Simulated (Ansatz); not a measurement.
# Calculations on GeH3OCl

Part 1: Relaxation

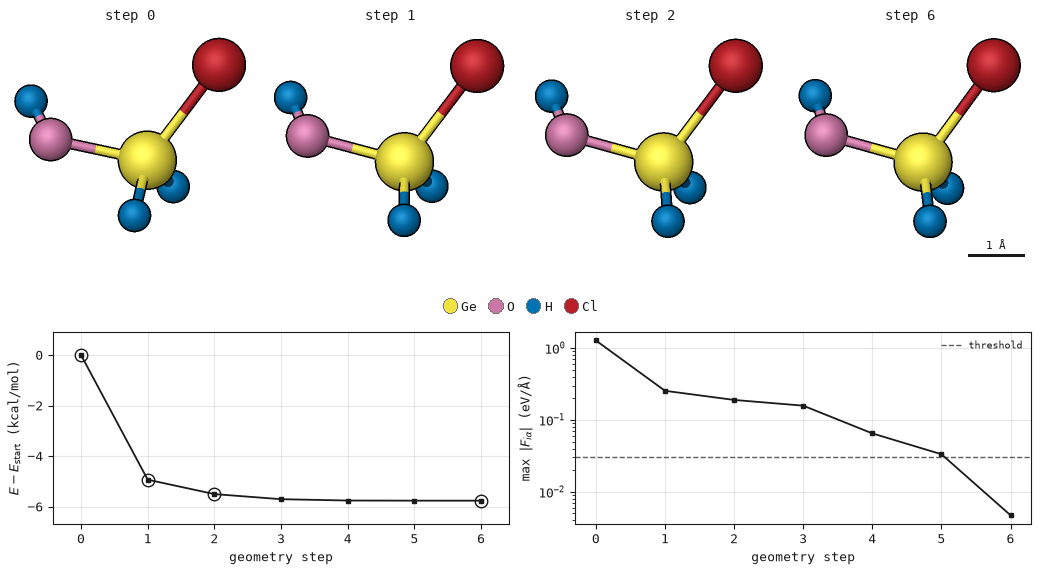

Frames of a relaxation of GeH₃OCl, marked on the history of the run. The picture is a ball-and-stick view, seen face on.

The run prepares an end point of a later path (reaction) calculation, from a guessed geometry.

Method: RKS BLYP-D4/def2-SVP in Ansatz.

Input
```yaml
crystal:
  periodic: [false, false, false]
  atoms:
    - { symbol: Ge, position_ang: [0.258953, -0.051259, -0.00931] }
    - { symbol: O, position_ang: [0.72386, -0.080783, 1.701169] }
    - { symbol: H, position_ang: [-0.01102, -0.141417, 2.348384] }
    - { symbol: H, position_ang: [1.759723, 0.070709, -0.293998] }
    - { symbol: Cl, position_ang: [-0.904772, 1.73403, -0.541966] }
    - { symbol: H, position_ang: [-0.569144, -1.265979, -0.50098] }
basis:
  gaussian: { orbitals: def2-SVP }
hamiltonian:
  xc: blyp
  dispersion: d4
relax:
  f_tol: 0.03
  max_steps: 50
output:
  orbitals: {}
```

Run as
```bash
ansatz run input.yaml --threads 1 --pin off --max-ram 2048MiB --backend cpu --events-out ev --progress --plain --runs-dir out
```

Question: What happens along the run?

Answer: After 6 geometry steps the energy has fallen by 5.76 kcal/mol. The largest force component goes from 1.3 to 0.0047 eV/Å. The atom that moves furthest after the best rigid fit is H4 (0.30 Å). Largest moves by element: H 0.30 Å, O 0.13 Å, Ge 0.10 Å, Cl 0.10 Å. Among the contacts that change: Ge1–O2 1.773 → 1.797 Å, Ge1–H4 1.532 → 1.543 Å, Ge1–Cl5 2.197 → 2.202 Å. Among the angles between lasting bonds that change: O2–Ge1–H4 85.6° → 104.3°, H4–Ge1–H6 121.8° → 115.4°, H4–Ge1–Cl5 114.1° → 109.2°. From step 0 to 1: H4 moves most (0.20 Å), energy −4.93 kcal/mol. From step 1 to 2: H4 moves most (0.07 Å), energy −0.57 kcal/mol. From step 2 to 6: H3 moves most (0.07 Å), energy −0.26 kcal/mol.

| step | E − E(0), kcal/mol | largest force component, eV/Å |
| --- | --- | --- |
| 0 | 0.00 | 1.2717 |
| 1 | -4.93 | 0.2540 |
| 2 | -5.50 | 0.1895 |
| 3 | -5.70 | 0.1578 |
| 4 | -5.76 | 0.0649 |
| 5 | -5.76 | 0.0333 |
| 6 | -5.76 | 0.0047 |

Part 2: Relaxation

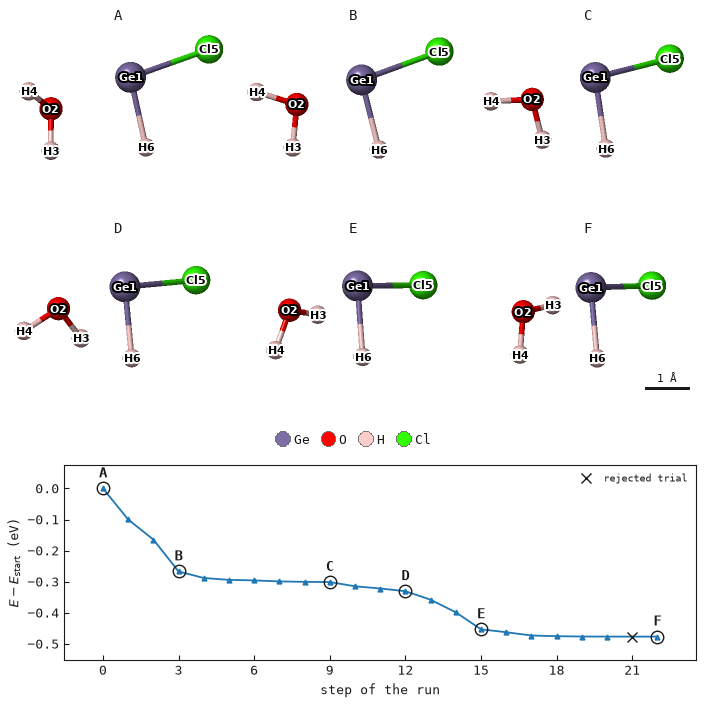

Frames of a relaxation of GeH3OCl, marked on the history of the run. Style: ball-and-stick. Shown from a free direction.

The run prepares an end point of a later path (reaction) calculation, from a guessed geometry.

Method: RKS BLYP-D4/def2-SVP in Ansatz. Set-up: no spin polarisation; force threshold 0.03 eV/Å; at most 50 steps.

### What happens along the run?

Over 21 accepted moves (22 points after the start) the energy falls by 0.477 eV. The largest force component goes from 0.91 to 0.01 eV/Å. The line search rejected the trial step at point 21 of the run. H3 moves most after the best rigid fit: 1.55 Å. By element the largest moves are H 1.55 Å, Cl 1.04 Å, O 0.69 Å, Ge 0.23 Å. Among the contacts that change: Ge1–O2 2.950 → 2.295 Å, Ge1–Cl5 2.234 → 2.325 Å, O2–H3 0.979 → 0.993 Å, O2–H4 0.993 → 0.981 Å. The run took 23 s on 1 thread of Intel(R) Xeon(R) 6975P-C (Granite Rapids), on a shared host, peak memory 0.16 GiB. From step 0 to 3: O2 moves most (0.42 Å), energy −0.267 eV. From step 3 to 9: H3 moves most (0.42 Å), energy −0.034 eV. From step 9 to 12: H3 moves most (0.44 Å), energy −0.029 eV. From step 12 to 15: H3 moves most (0.51 Å), energy −0.123 eV. From step 15 to 22: H4 moves most (0.21 Å), energy −0.023 eV.

Limits of the set-up: the start holds two separate molecules, 2.8 Å apart at their closest, whose relative position is a soft coordinate.

Part 3: Path

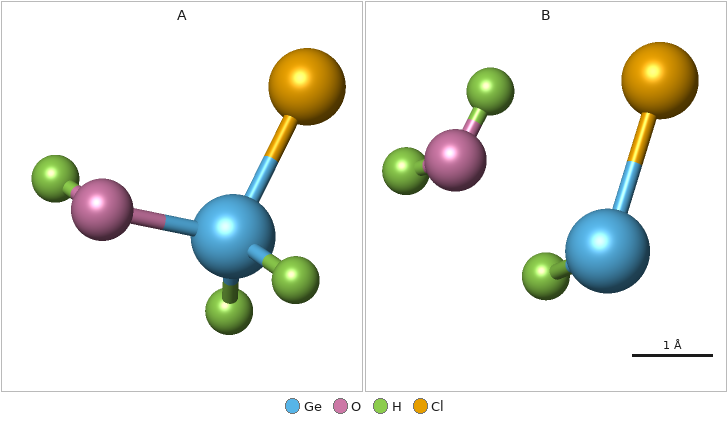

The two relaxed end points of a path for GeH₃OCl. A ball-and-stick model, seen at a tilt.

The calculation used RKS BLYP-D4/def2-SVP (Ansatz).

Set-up: 5 movable images; climbing image; force threshold 0.05 eV/Å; iteration limit 60.

Start:
```xyz
6

Ge    0.3471   -0.0494    0.0421
O     0.6599   -0.0878    1.8111
H    -0.1698   -0.1339    2.3263
H     1.7489    0.0804   -0.5907
Cl   -0.8438    1.7326   -0.4617
H    -0.4846   -1.2767   -0.4238
```

End:
```xyz
6

Ge    0.4778    0.4811   -0.8834
O     1.0990   -0.0343    1.2646
H     0.3189    0.4661    1.6204
H     0.8435   -0.9731    1.3910
Cl   -1.3564    1.3662    0.2392
H    -0.1252   -1.0407   -0.9285
```

Question: What barrier does the band find between them, and by what path?

Answer: Forward barrier 209.3 kJ/mol, backward barrier 164.9 kJ/mol, with image 2 at the top; the reaction energy is +44.5 kJ/mol. A hydrogen atom shifts from one atom to another. Breaking: Ge1–H4 (1.54 → 1.64 at the top → 2.72 Å). Forming: O2–H4 (2.64 → 1.48 at the top → 0.98 Å). The band converged in 15 iterations. The largest component of the band force went from 32 to 0.035 eV/Å. The climbing image converged on the top of the path. Its vibrational analysis gives one imaginary mode (1189i cm⁻¹), as a transition state must have.

Energies of the converged images:

```csv
image,path (Å),E (kJ/mol)
0,0.00,0.0
1,1.09,17.0
2,2.19,209.3
3,3.05,69.5
4,3.91,60.7
5,4.77,52.4
6,5.63,44.5
```

The geometry at the top of the path:

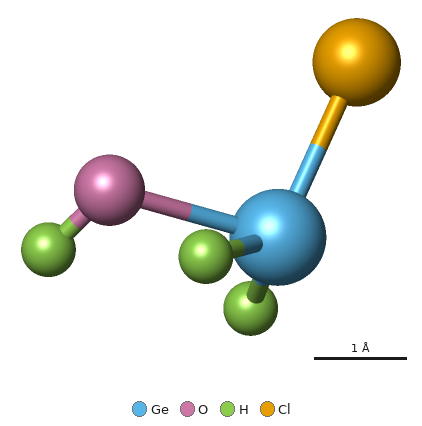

The run took 73 s on 1 thread of Intel(R) Xeon(R) 6975P-C (Granite Rapids), on a shared host, peak memory 0.16 GiB.
